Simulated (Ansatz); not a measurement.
```
CELL_PARAMETERS angstrom
3.69056 0.01769 -4.29023
3.69090 -0.01176 4.29063
-1.84938 -5.37481 0.01834
ATOMIC_POSITIONS crystal
As 0.41578 0.48297 0.77128
As 0.90330 0.96944 0.77394
As 0.03163 0.58263 0.22692
As 0.53034 0.07765 0.21511
As 0.58510 0.52596 0.22548
As 0.08866 0.02822 0.22822
As 0.96623 0.41907 0.77301
P 0.47897 0.91407 0.78604
```

Space group P1; a generated structure, not necessarily the stable one.

Method: Ansatz, DFT PBE+D3(BJ), scalar-relativistic, plane waves, PAW.

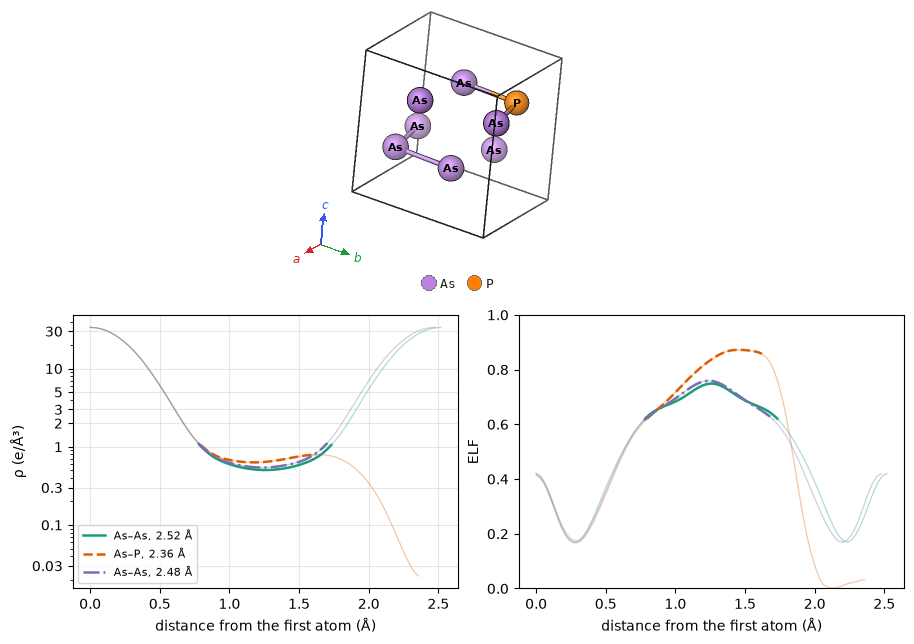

As7P. Valence charge density (pseudo) and electron localisation function along straight lines between neighbouring atoms. Thin, pale parts lie inside the atomic spheres. The structure is drawn too.

In a PAW calculation such maps are meaningful between the atoms, not at the nuclei.

### Compare the contacts.

As–As (2.52 Å): ρ is about 0.5 e/Å³ halfway; the ELF peaks at about 0.75 between the atoms.
As–P (2.36 Å): ρ at the midpoint is about 0.63 e/Å³; the ELF peaks at about 0.85 between the atoms.
As–As (2.48 Å): ρ is about 0.54 e/Å³ halfway; the ELF peaks at about 0.75 between the atoms.
